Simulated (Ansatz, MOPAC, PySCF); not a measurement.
N2 (SMILES N#N) and C2H3N (SMILES CC#N) are pulled apart as rigid monomers along the line of their centres of mass, from the B3LYP-D3(BJ)/def2-TZVP minimum. Starting geometry (charge 0, multiplicity 1):
```xyz
8

N     -0.150     0.125    -0.216
N      0.220    -0.615    -0.926
C     -0.107     1.246     3.193
C      0.705     0.059     2.980
N      1.345    -0.879     2.804
H      0.514     2.067     3.554
H     -0.576     1.545     2.255
H     -0.885     1.043     3.929
```

Interaction energies with rigid monomers; basis-set methods are counterpoise corrected unless marked otherwise.

Rows in 6-31G* carry no dispersion term and start afresh at each structure (6-31G* with six Cartesian d functions). The state that AM1, PM3 reach isn't checked.

The values were computed with Ansatz (Gaussian orbitals); MOPAC for AM1, PM3 (differences of heats of formation); PySCF for 6-31G* rows, the dispersion terms. 

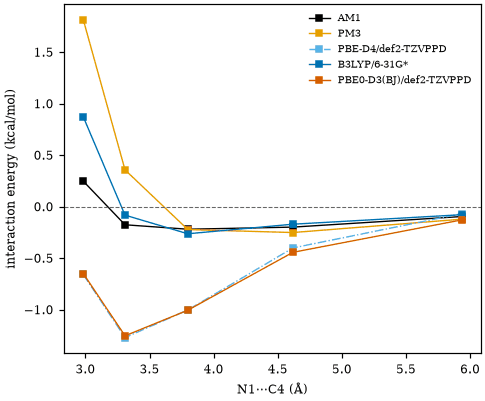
Figure. Interaction energy against separation

Task: Which level binds most strongly at N1···C4 = 3.31, and by how much?

Result: PBE-D4/def2-TZVPPD, -1.3 kcal/mol.

Ansatz is a quantum-chemistry and plane-wave program.
